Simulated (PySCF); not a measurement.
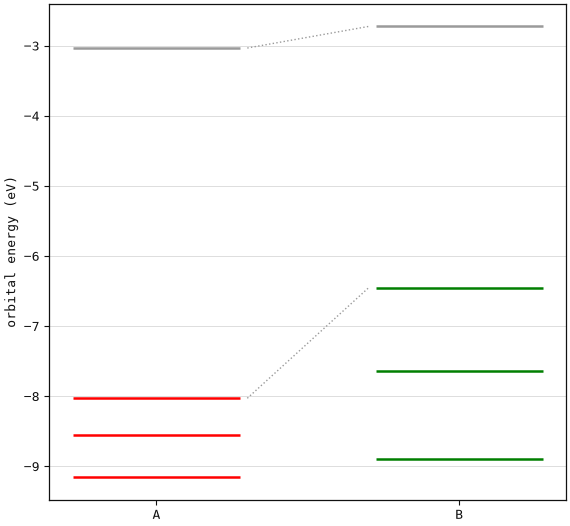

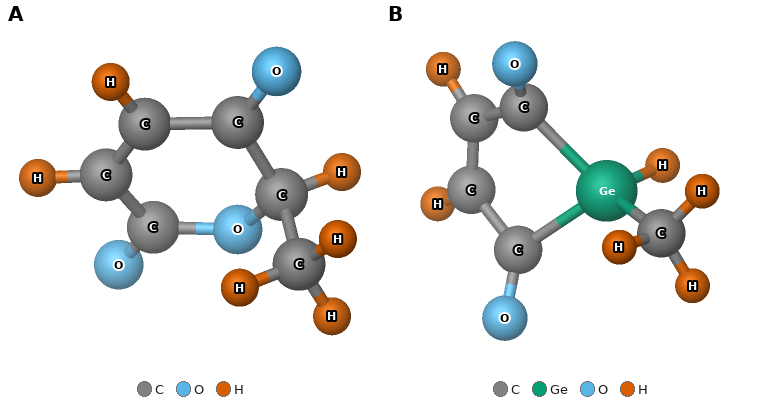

Related molecules: A is C₆H₆O₃, SMILES C[C@H]1OC(=O)C=CC1=O; B is C₅H₆GeO₂, SMILES [CH3][GeH]1[C](=O)C=C[C]1=O, singlet. Frontier orbital energies, PBE0/def2-SVPD, PySCF, at a GFN2-xTB geometry (no frequency check); drawn are at most three filled levels and, in grey, the LUMO with any level within 0.03 eV of it; dotted lines join the HOMOs and the LUMOs.

> What does the change do to the frontier levels?

From A to B the HOMO rises by 1.57 eV and the LUMO rises by 0.31 eV, so the separation goes from 5.00 to 3.73 eV.

Caveats, for all or some of the runs: the tight-binding geometry is rougher than a DFT one and adds to the error.
